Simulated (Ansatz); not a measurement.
# Electron–phonon scattering in Pb(111) film of 2 layers, part 2 of 4

Question: is the lattice of Pb(111) film of 2 layers stable, and if so, what are its coupling constant and resistivity?

Ansatz 0.2.0; DFT PBE, scalar-relativistic, plane waves, PAW.

So far: The starting structure; Relaxing cell and atoms.

## Step 3: Relaxing tightly for phonons

No force is left; the cell is relaxed once more with another smearing and tight thresholds.

Contents of input.yaml:

```yaml
crystal:
  lattice:
    - [3.5315344808, 0.0, 0.0]
    - [-1.7657672404, 3.0583985747, 0.0]
    - [0.0, 0.0, 29.5157663076]
  atoms:
    - { symbol: Pb, position: [0.0, 0.0, 0.19019529] }
    - { symbol: Pb, position: [0.3333333333, 0.6666666667, 0.2793124251] }
  periodic: [true, true, false]
kpoints:
  mp_grid: { grid: [9, 9, 1] }
hamiltonian:
  xc: pbe
scf:
  occupations: { method: methfessel_paxton, width: 0.2 }
output:
  forces: true
  stress: true
  eigenvalues: true
  write_density: true
  write_potential: true
  elf: true
  volumetric_format: npy
relax:
  adjacent_minimum: "off"
  f_tol: 0.001
  max_steps: 60
  cell: { stress_2d_tol: 0.002 }
```

Run with:

```
> ansatz run input.yaml --threads 4 --pin off --max-ram 16384MiB --backend cpu --events-out ev --progress --plain --runs-dir out
```

Numbers of over 12 decimals in the logs are rounded to 6 here.

The program printed:

```text
[the first part of the log is left out]
  E_xc         = -440.580760
  E_vxc        = -263.646766  (∫ρ·V_xc dr)
  E_paw        = -20811.519173  (= ΣΔE_a)
  E_vpaw       = -670.168440  (= ΣTr[D̂ρ^β])
  E_aug_tail   = 0.000099  (compensation charges beyond the density's cutoff)
  E_ewald      = 16537.808881
  E_smearing   = -0.003188  (= −TS)
  E_closure    = 0.000000  (closes the sum)
  Σ components = -23812.594057   (vs F -23812.594057, Δ=0.00e0)
[...]
--- 2D stress c σ (N/m, compression-positive) ---
       -0.000392       0.000000       0.000000
        0.000000      -0.000392       0.000000
        0.000000       0.000000      -0.000000
  P = ½ c Tr σ = -0.0004 N/m
--- Band table (eV; the first three rows and the last of 12) ---
[...]
° read free of the cell's end (the report's vacuum.weakly_bound_levels)
--- Relaxed structure (4 steps of the walk, 4 accepted, 1 SCFs on fresh bases) ---
[...]
cell:  # Å, volume = 318.6841 Å³
    - [3.530920, 0.0, 0]
    - [-1.765460, 3.057866, 0]
    - [0, 0, 29.5157663076]
  atoms:
    - { symbol: Pb, position: [9.251858539620023e-18, -5.088522196306341e-17, 0.190173] }
    - { symbol: Pb, position: [0.333333, 0.666667, 0.279335] }
```

It took 9.7 s on 4 threads of Arm Neoverse V1, shared host; peak memory 0.59 GiB.

Little changed from the start: no atom moved by 0.005 Å and no cell edge by 0.1 %.

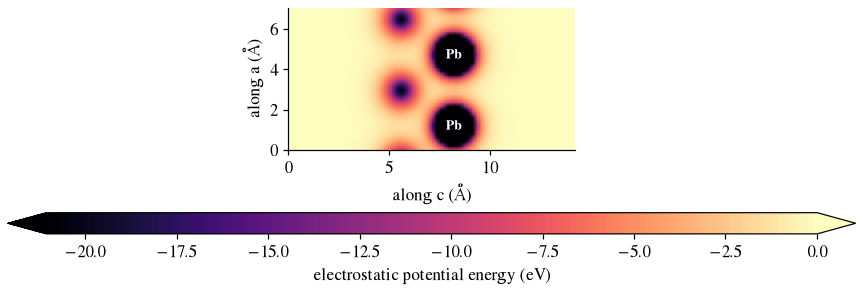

Electrostatic potential energy in the ca plane at fractional y = 0.667, with atoms of Pb within 0.2 Å of it. With pseudopotentials it is smooth inside the atoms' cores, unlike the true potential. The far vacuum is left out of the map.

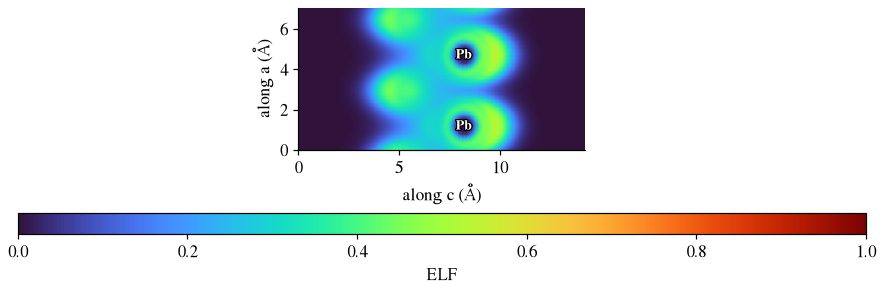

ELF in the ca plane at fractional y = 0.667, with atoms of Pb within 0.2 Å of it. It is the smooth field of the valence electrons, not physical close to the nuclei. The far vacuum is left out of the map.

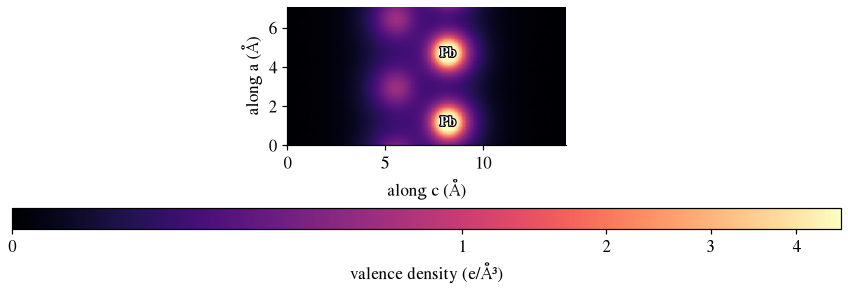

Valence density in the ca plane at fractional y = 0.667, with atoms of Pb within 0.2 Å of it. It is the smooth field of the valence electrons, not physical close to the nuclei. The colour scale is stretched toward low values. The far vacuum is left out of the map.

## Step 4: Phonons by linear response: q 2×2×1, k 6×6×1

Before any scattering is computed, the phonons show whether the structure is a minimum.

Contents of input.yaml:

```yaml
crystal:
  lattice:
    - [3.5309195441, 0.0, 0.0]
    - [-1.7654597721, 3.0578660239, 0.0]
    - [0.0, 0.0, 29.5157663076]
  atoms:
    - { symbol: Pb, position: [0.0, 0.0, 0.1901731783] }
    - { symbol: Pb, position: [0.3333333333, 0.6666666667, 0.2793345368] }
  periodic: [true, true, false]
kpoints:
  mp_grid: { grid: [6, 6, 1] }
hamiltonian:
  xc: pbe
scf:
  occupations: { method: methfessel_paxton, width: 0.2 }
output:
  eigenvalues: true
phonons:
  method: dfpt
  qmesh: [2, 2, 1]
  temperatures: { t_max: 1000, t_step: 50 }
  qpath:
    path:
      - [0.0, 0.0, 0.0]
      - [0.5, 0.0, 0.0]
      - [0.33333333, 0.33333333, 0.0]
      - [0.0, 0.0, 0.0]
    npoints: 10
```

The program printed:

```text
Warning: crystal.symmetry: narrowed to the stabiliser of the run's FFT grids — unitary ops 12 → 6. A phonons.method: dfpt run fills in the rows of the dynamical matrix that it does not solve by its symmetry operations, which is exact only for operations that map its FFT grids onto themselves: filled in by any other, the frequencies could depend on the order in which like atoms are typed, or, by more than the grids' own error, on where the crystal sits among the grids' points. Excluded: 6 operations. The run can therefore solve more perturbations, solve them on more k-points, or both, and cost more. [rest of the remark cut]
[...]
Crystal: 2 atoms, lattice volume = 318.684 Å³
Basis set: ecut = 420 eV, 6165 PW (Γ), exchange–correlation on 48×48×400 points (8 copies of the dense FFT grid, shifted against one another)
Bands: 18, of which v1, the nominal top of the filled ones, is band 14 counted from 1 (13 counted from 0)
Symmetry: 12 space group operations
k-points: 7 of 36 (irreducible under 6 space group operations, time reversal used)
[...]
SCF iter   1: F=—  HF=-23812.451735 eV  |F-HF|=—  |Δ(HF+E_count)|=         —  Δρ=7.14e-4  dr2=1.05e-2  ethr=1.77e-3  ⟨swp⟩=11.0  Hψ=964  notcnv=0
[...]
SCF iter  10: F=-23812.452181 eV  HF=-23812.452181 eV  |F-HF|=2.18e-11  |Δ(HF+E_count)|=  6.18e-11  S|Δr|=    0.00e0  Δρ=1.35e-8  dr2=1.69e-12  ethr=1.00e-12  ⟨swp⟩=14.6  Hψ=1042  notcnv=0
SCF 1 converged in 10 iterations: F = -23812.452181 eV  dr2 = 1.69e-12
[...]
NSCF: frozen V_eff on 7 k-points
WARN: eigensolver did not converge in 2 slots of this pass, the one above among them; of largest residual over every band (k=2): 1 band(s) unlocked (lowest unlocked band 17, counted from 0; max residual 2.69e-3 eV among the unlocked bands, 2.69e-3 eV over every band); of lowest unlocked band (k=1): band 17
[...]
DFPT response loops at q = (0, 0, 0) (fractional): preconditioner auto → none (partly filled bands, converged f_vac=0.750); β = 0.50; Broyden in place of MSR1
[...]
SCF converged after 10 iterations
Stability not checked: this state was not tested for a lower state beside it, because cold or Methfessel-Paxton smearing, or corrected tetrahedra, fill the levels in a way that the test cannot read (fill_not_monotonic; see scf.lower_state_search)
Free energy (F): -23812.452181 eV
[...]
Internal energy: -23812.441256 eV  (E = F + TS)
E sigma→0 (E₀):  -23812.449450 eV
Entropy (-TS):   -0.010926 eV (-5.463 meV/atom)
Fermi energy:    -3.599227 eV
[...]
--- Band table (eV; the first three rows and the last of 7) ---
  k-point 0: bands = [... 10 lower, -14.9994, -12.5859, -6.2011, -2.2901, -0.4109 (-0.4187°), 0.1338 (-0.0051°), 0.7477, 1.2098]
  k-point 1: bands = [... 10 lower, -14.5325, -12.1953, -5.7131, -2.2917, -1.1143 (-1.1143°), -0.0540 (-0.0582°), 0.4130, 0.6057]
  k-point 2: bands = [... 10 lower, -13.1835, -11.1767, -5.5685, -4.6565, -3.2188, -0.7490, -0.7272, 1.3251]
  k-point 6: bands = [... 10 lower, -10.8422, -10.8422, -5.9735, -5.1873, -5.1873, -3.7739, -1.0004, -1.0004]
  ° read free of the cell's end (the report's vacuum.weakly_bound_levels)
--- Phonons (Γ-DFPT): 4 representative perturbations + reference (Σ response iterations 18) ---
  ASR residual: 1.716e-4 → 0.000e0 eV/Å²; symmetrization residual: 1.428e-5 eV/Å²
  The last average, over the group as it would stand without the narrowing to the FFT grids, took up to 1.776e-15 eV/Å² of the zone centre's force constants
  ASR residual per site (eV/Å²): 1.72e-4 1.70e-4
  Γ frequencies (cm⁻¹): 0.00 0.00 0.00 42.29 42.29 95.06
--- Phonons (arbitrary-q DFPT): 2 irreducible q on the 2×2×1 mesh ---
  q = [0.0000, 0.0000, 0.0000] (star 1, of the zone-centre solve; hermiticity 8.29e-6, symmetrization 2.46e-11, taken by the last average 5.16e-16): -0.00 0.00 0.00 42.29 42.29 95.06
  q = [0.0000, -0.5000, 0.0000] (star 3, 6 solved perturbations on 13 of 36 k-point pairs; hermiticity 4.42e-5, symmetrization 4.48e-5, taken by the last average 4.45e-6): -26.67 26.79 30.13 46.91 77.61 80.06
  sum rule: each row above includes the acoustic sum rule's correction from the zone centre's row sums; it moved no ω² by more than (0.47 cm⁻¹)²
  mesh force constants: q→R imaginary residual 2.77e-17; ASR residual 1.716e-4 → 0.000e0 eV/Å²; symmetrization residual 1.998e-15 eV/Å²
  interpolated dispersion: 31 rows × 6 modes
  density of states and harmonic sums: on the 20×20×1 q-mesh, interpolated from the force constants of a 2×2×1 supercell (no non-analytic term)
  largest difference from the sums on the solved wave vectors: F 1.96e-1 eV, S 2.48e-4 and C_V 5.21e-5 eV/K
  zero-point energy: 0.015451 eV/cell   skipped modes (ω ≤ 0): 41, of them read as no rigid motion or as one in doubt: 38 (8.925e-1 modes/cell left out, lowest -26.67 cm⁻¹)   left out of the sums: 1.50e-1 of the cell's modes: C_V's classical limit lies that fraction below 3 k_B per atom; for a crystal, a wire or a layer, F and S can be off by more, and a phonons.interpolated_qmesh denser along its periods is the remedy for the sampling
```

Elapsed: 23 s, on 4 threads; peak memory 0.91 GiB.

This step gave:

* share of imaginary modes in the plain interpolation between solved wavevectors: 0.1413
* highest frequency, solved or plainly interpolated: 95.1 cm⁻¹

Solved on the 2×2×1 mesh alone; all other wavevectors are interpolated. Phonon branches along the path, in cm⁻¹:

```
point  branch 1  branch 2  branch 3  branch 4  branch 5  branch 6
    Γ         0         0         0        42        42        95
    M       -27        27        30        47        78        80
    K        25        25        47        47        71        71
    Γ         0         0         0        42        42        95
```

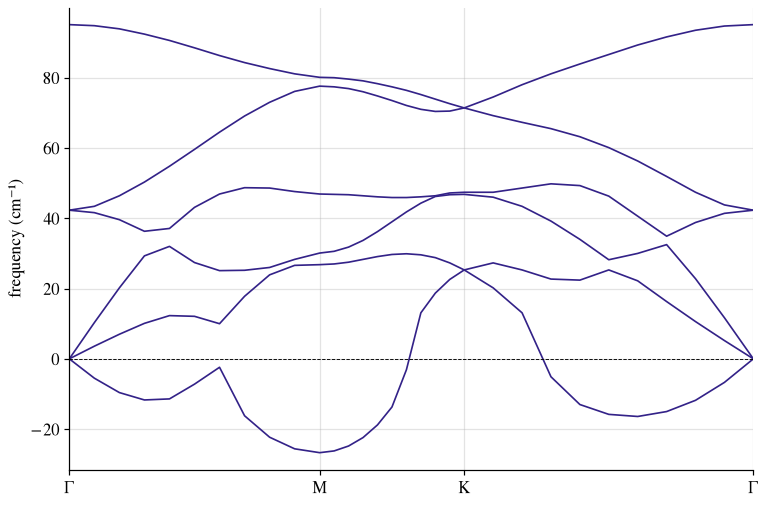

Phonon branches along the path.

Lowest modes at the softest wavevector of the mesh. Modes at q = (0.500, 0.000, 0.000) (negative means imaginary):

```
mode  frequency (cm⁻¹)
   1             -26.7
   2              26.8
   3              30.1
   4              46.9
   5              77.6
   6              80.1
```

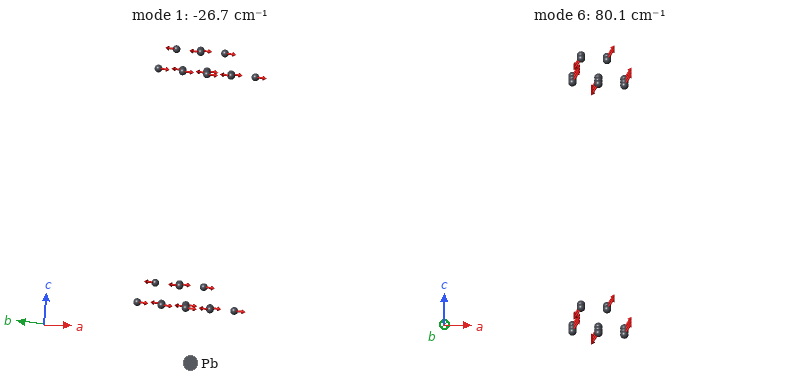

Displacement patterns of modes 1 and 6 at q = (0.500, 0.000, 0.000); arrows are exaggerated. 2×2×2 cells are drawn. Some periodic images of atoms are drawn too.

Among the solved wavevectors the lowest mode, translations apart, is -26.7 cm⁻¹, imaginary.

## Step 5: Phonons by linear response: q 3×3×1, k 9×9×1

An imaginary mode on so few k-points may come from the sampling, so the phonons are repeated with another q and k mesh.

Edit input.yaml of step 4 so:

```diff
@@ -10,3 +10,3 @@
 kpoints:
-  mp_grid: { grid: [6, 6, 1] }
+  mp_grid: { grid: [9, 9, 1] }
 hamiltonian:
@@ -19,3 +19,3 @@
   method: dfpt
-  qmesh: [2, 2, 1]
+  qmesh: [3, 3, 1]
   temperatures: { t_max: 1000, t_step: 50 }
```

The program printed:

```text
[...]
Crystal: 2 atoms, lattice volume = 318.684 Å³
Basis set: ecut = 420 eV, 6165 PW (Γ), exchange–correlation on 48×48×400 points (8 copies of the dense FFT grid, shifted against one another)
Bands: 18, of which v1, the nominal top of the filled ones, is band 14 counted from 1 (13 counted from 0)
Symmetry: 12 space group operations
k-points: 12 of 81 (irreducible under 6 space group operations, time reversal used)
[...]
SCF iter   1: F=—  HF=-23812.592617 eV  |F-HF|=—  |Δ(HF+E_count)|=         —  Δρ=6.98e-4  dr2=4.39e-3  ethr=1.77e-3  ⟨swp⟩=10.4  Hψ=1620  notcnv=0
[...]
SCF iter   8: F=-23812.594057 eV  HF=-23812.594057 eV  |F-HF|=2.58e-10  |Δ(HF+E_count)|=   3.91e-9  S|Δr|=    0.00e0  Δρ=4.38e-8  dr2=7.04e-12  ethr=1.00e-12  ⟨swp⟩=13.9  Hψ=2190  notcnv=0
SCF 1 converged in 8 iterations: F = -23812.594057 eV  dr2 = 7.04e-12
[...]
SCF converged after 8 iterations
[...]
Free energy (F): -23812.594057 eV
[...]
Internal energy: -23812.590869 eV  (E = F + TS)
E sigma→0 (E₀):  -23812.593260 eV
Entropy (-TS):   -0.003188 eV (-1.594 meV/atom)
Fermi energy:    -3.783449 eV
[...]
--- Band table (eV; the first three rows and the last of 12) ---
  k-point 0: bands = [... 10 lower, -14.9298, -12.5310, -6.1493, -2.2567, -0.4016 (-0.4097°), 0.1414 (-0.0034°), 0.7523, 1.2177]
  k-point 1: bands = [... 10 lower, -14.7220, -12.3558, -5.9291, -2.1544, -0.2177 (-0.2251°), 0.0230 (0.0143°), 0.4286, 0.9355]
  k-point 2: bands = [... 10 lower, -14.1041, -11.8473, -5.3040, -3.1475, -1.3412, -0.8961 (-0.8961°), 0.2415, 0.4250]
  k-point 11: bands = [... 10 lower, -10.7785, -10.7785, -5.9038, -5.1267, -5.1267, -3.7156, -0.9507, -0.9507]
  ° read free of the cell's end (the report's vacuum.weakly_bound_levels)
[...]
ASR residual: 2.060e-4 → 0.000e0 eV/Å²; symmetrization residual: 2.237e-5 eV/Å²
[...]
ASR residual per site (eV/Å²): 2.06e-4 2.02e-4
  Γ frequencies (cm⁻¹): 0.00 0.00 0.00 40.31 40.31 96.10
--- Phonons (arbitrary-q DFPT): 3 irreducible q on the 3×3×1 mesh ---
[...]
q = [0.3333, 0.3333, 0.0000] (star 2, 4 solved perturbations in 128 linear systems a pass and spin channel, the states on 45 of 81 k-point pairs; hermiticity 1.67e-5, symmetrization 9.09e-6, taken by the last average 2.91e-6): 46.58 47.50 47.50 61.22 83.27 83.27
[...]
interpolated dispersion: 31 rows × 6 modes
[...]
zero-point energy: 0.019777 eV/cell   skipped modes (ω ≤ 0): 3   left out of the sums: 1.13e-3 of the cell's modes: C_V's classical limit lies that fraction below 3 k_B per atom; for a crystal, a wire or a layer, F and S can be off by more, and a phonons.interpolated_qmesh denser along its periods is the remedy for the sampling
```

Run time: 65 s. Hardware: 4 threads; peak memory 1.2 GiB; 4.1 min of CPU time.

Numbers from this step:

```
zero point energy                                                              : 0.01978 eV/cell
share of imaginary modes in the plain interpolation between solved wavevectors : 0
highest frequency, solved or plainly interpolated                              : 96.1 cm⁻¹
```

Solved on the 3×3×1 mesh alone; all other wavevectors are interpolated. Phonon branches along the path, in cm⁻¹:

```
point  branch 1  branch 2  branch 3  branch 4  branch 5  branch 6
    Γ         0         0         0        40        40        96
    M        31        36        53        55        84        86
    K        47        48        48        61        83        83
    Γ         0         0         0        40        40        96
```

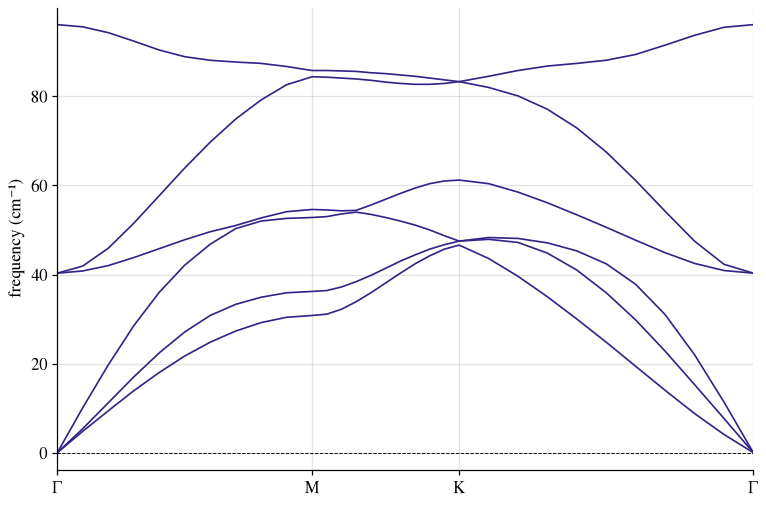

Phonon branches along the path.

Lowest modes at the softest wavevector of the mesh. Modes at q = (-0.333, 0.000, 0.000):

```
mode  frequency (cm⁻¹)
   1              26.6
   2              32.6
   3              49.2
   4              50.6
   5              73.3
   6              87.8
```

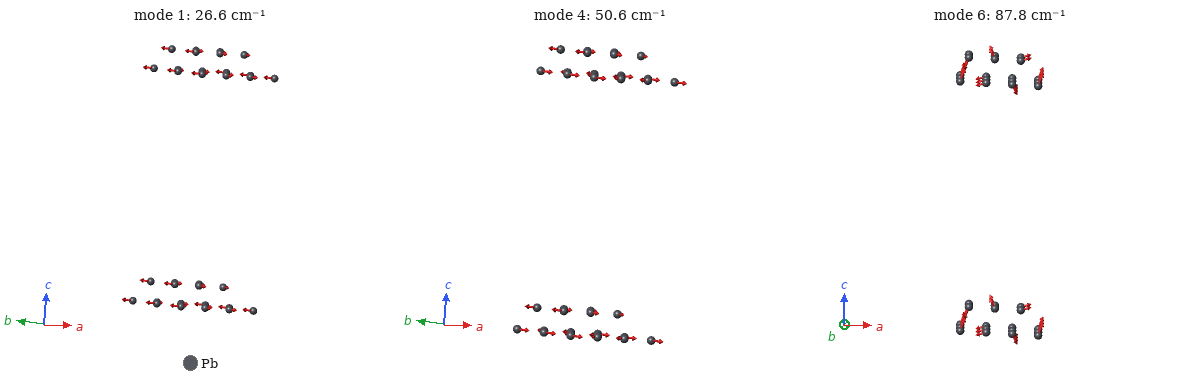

Displacement patterns of modes 1, 4 and 6 at q = (-0.333, 0.000, 0.000); arrows are exaggerated. 3×2×2 cells are drawn. Some periodic images of atoms are drawn too.

Among the solved wavevectors the lowest mode, translations apart, is 26.6 cm⁻¹, so these are real on this k mesh. This mesh lacks the wavevector at which the coarser one was unstable.

(Continued in part 3 of 4.)

[Logs are printed without paths, hosts, clocks, repeated set-up lines and the standing remarks that a program may print on its own settings, such as how far it seeks lower states.]

[Hosts, paths, dates, database ids (printed as entryN), source tags and the programs' standing remarks are cut or masked in the printed files.]
